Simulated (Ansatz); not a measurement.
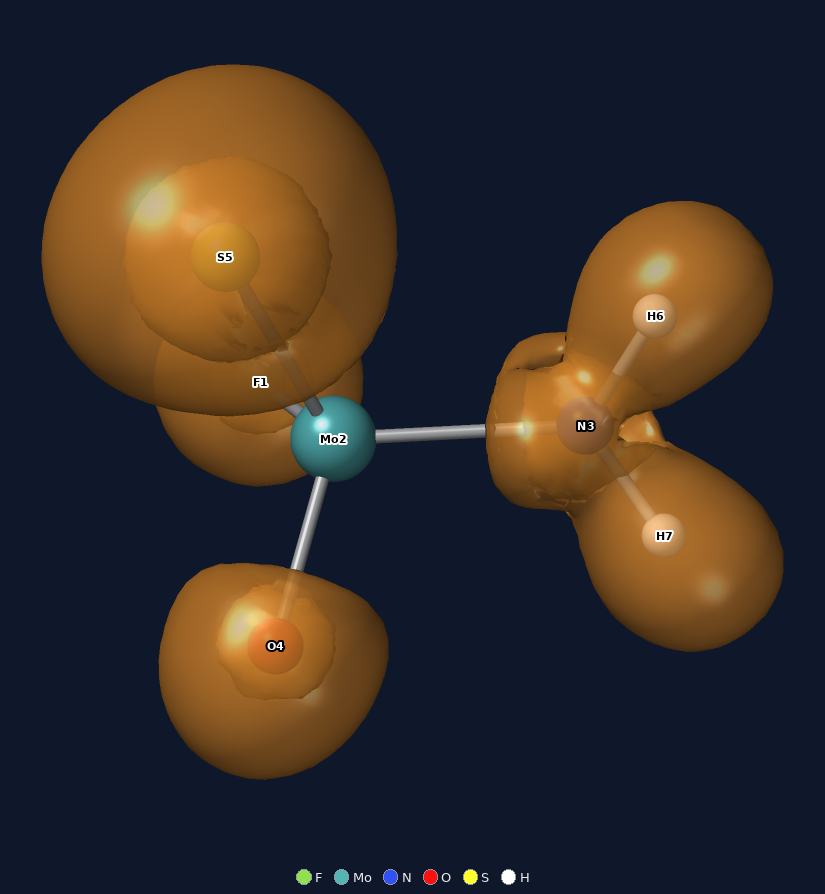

The picture shows: FH₂MoNOS (SMILES [NH2][Mo](=[O])([F])=[S]). Isosurface of the ELF at 0.75 (orange), seen at a tilt. Only the valence region is drawn (cores and ρ < 0.01 e/Å³ removed).

Geometry: PBE0-D4/def2-SVP; core potentials replace the inner electrons of Mo.

The calculation used isolated molecule in a Gaussian basis; Kohn-Sham density functional theory, functional PBE0 (Ansatz).

```xyz
7

F    -0.5482   -2.1123   -0.5375
Mo    0.3640   -0.5109   -0.3928
N    -0.7016    0.7742    0.5187
O     0.6987    0.1108   -1.9006
S     2.1427   -0.7774    0.7187
H    -0.6817    0.9436    1.5215
H    -1.2128    1.5040    0.0265
```

Identify the bonds, lone pairs and shells in this picture.

At this value the surface marks out one ring or bowl of non-bonding electrons around S, one region wrapped around F (its valence shell), one region wrapped around O (its valence shell) and one joined region spread over several atoms (H, N), in which their bonds and any lone pairs are merged.

Values along the shortest contacts:
Mo–O (1.66 Å): the ELF peaks at about 0.80 in the valence shell of O, 0.5 Å from its nucleus, and drops to about 0.40 between the two atoms. Mo–F (1.85 Å): the ELF peaks at about 0.80 in the valence shell of F, 0.5 Å from its nucleus, and drops to about 0.25 between the two atoms.
